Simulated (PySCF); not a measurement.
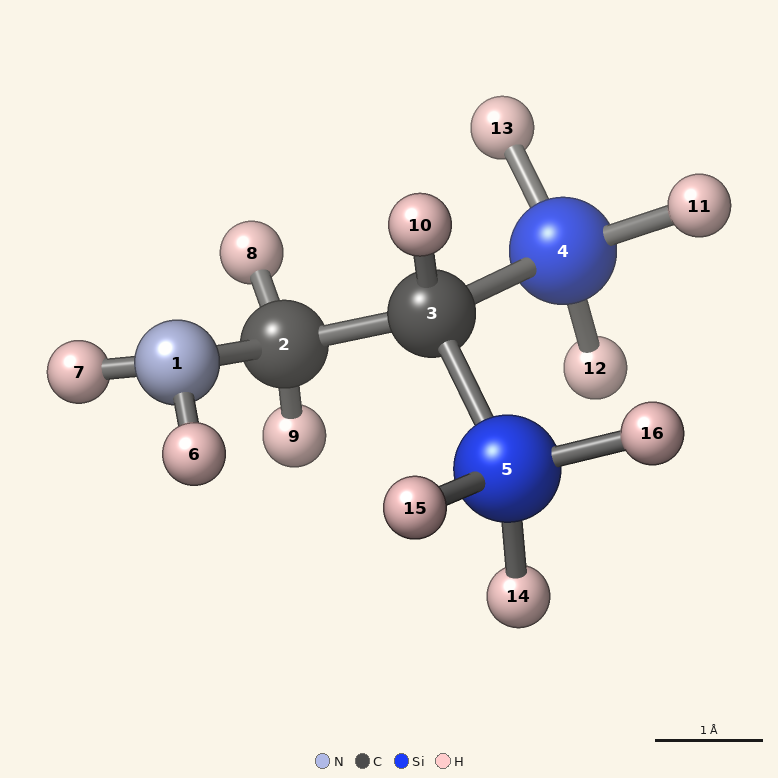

Orthographic view. Depth is shown by fading: the farther an atom, the more it takes the colour of the background. The computed structure is the end point of a PBE0-D3(BJ)/def2-SVP optimisation. No frequency run is at hand to confirm it as a minimum.

Write a MOL file (V2000) with the atoms in numerical order, bonds sorted by atom number with the orders drawn, and coordinates in the frame of the picture: x right, y up, z towards the viewer, origin at the mean position.

```
C2H11NSi2
                    3D

 16 15  0  0  0  0  0  0  0  0999 V2000
   -2.2000   -0.0500    0.5900 N   0  0  0  0  0  0  0  0  0  0  0  0
   -1.1900    0.1200   -0.4400 C   0  0  0  0  0  0  0  0  0  0  0  0
    0.1900    0.4100    0.1700 C   0  0  0  0  0  0  0  0  0  0  0  0
    1.4200    1.0000   -1.1400 Si  0  0  0  0  0  4  0  0  0  0  0  0
    0.9000   -1.0500    1.1400 Si  0  0  0  0  0  4  0  0  0  0  0  0
   -2.0400   -0.9100    1.1200 H   0  0  0  0  0  0  0  0  0  0  0  0
   -3.1200   -0.1400    0.1700 H   0  0  0  0  0  0  0  0  0  0  0  0
   -1.5000    0.9800   -1.0600 H   0  0  0  0  0  0  0  0  0  0  0  0
   -1.1000   -0.7300   -1.1400 H   0  0  0  0  0  0  0  0  0  0  0  0
    0.0800    1.2400    0.8900 H   0  0  0  0  0  0  0  0  0  0  0  0
    2.7000    1.4200   -0.4900 H   0  0  0  0  0  0  0  0  0  0  0  0
    1.7200   -0.1000   -2.1100 H   0  0  0  0  0  0  0  0  0  0  0  0
    0.8500    2.1500   -1.9000 H   0  0  0  0  0  0  0  0  0  0  0  0
    1.0000   -2.2400    0.2500 H   0  0  0  0  0  0  0  0  0  0  0  0
    0.0300   -1.4100    2.3000 H   0  0  0  0  0  0  0  0  0  0  0  0
    2.2600   -0.7100    1.6600 H   0  0  0  0  0  0  0  0  0  0  0  0
  1  2  1  0
  1  6  1  0
  1  7  1  0
  2  3  1  0
  2  8  1  0
  2  9  1  0
  3  4  1  0
  3  5  1  0
  3 10  1  0
  4 11  1  0
  4 12  1  0
  4 13  1  0
  5 14  1  0
  5 15  1  0
  5 16  1  0
M  END
```
